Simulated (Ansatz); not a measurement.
Formation energy of the bound charge states of H interstitial in 4H silicon carbide (start: void with 3C3Si nearest; 96-site cell, 2×2×2 shifted sampling) against the Fermi level, C-rich (Δμ(H) = -0.32 eV, bounded by CH4 molecule; only phases computed here count, gases as isolated molecules at 0 K). Method: PBE, PAW (plane waves to 420 eV; Ansatz, a quantum-chemistry and plane-wave program).

Set-up: 96-site cell; 2×2×2 shifted k-points; host gap 2.23 eV; charged states image-corrected; finite-size errors of tenths of an eV; flagged in the runs: a host whose relaxation on this sampling wasn't shown to rest.

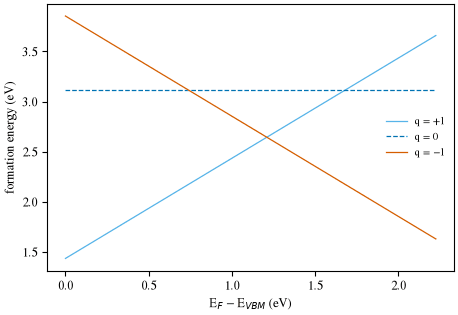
Formation energy of each charge state against the Fermi level

Crossings of the lowest lines: (+1/−1) at 1.21 eV. At the valence-band maximum: q = +1: 1.43 eV; q = 0: 3.11 eV; q = −1: 3.85 eV.
